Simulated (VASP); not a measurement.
Band structure of LiCl (rock salt). These are rev-vdW-DF2, VASP's PBE PAW potentials (set 64) (plane waves; VASP) values and carry that method's errors.

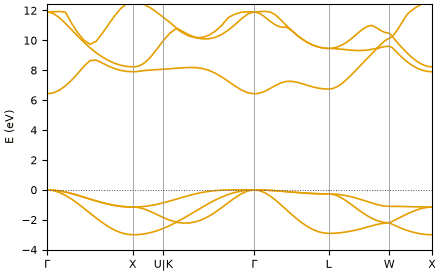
Figure: Bands along high-symmetry lines, zero at the valence-band maximum or, without a gap, the Fermi level

Q: Read the plot: is there a gap, and where are the band edges?

A: The gap is indirect, 6.43 eV, from the valence maximum at K-Γ at 0.79 to the conduction minimum at Γ. (Edges off the drawn lines would not show.)

Measured: gap 9.40 eV (computed value off by -2.97 eV), as given by Wei Chen et al., Physical Review Materials (2018), doi:10.1103/physrevmaterials.2.073803.

The compound is LiCl in the rock salt structure. It was relaxed first.
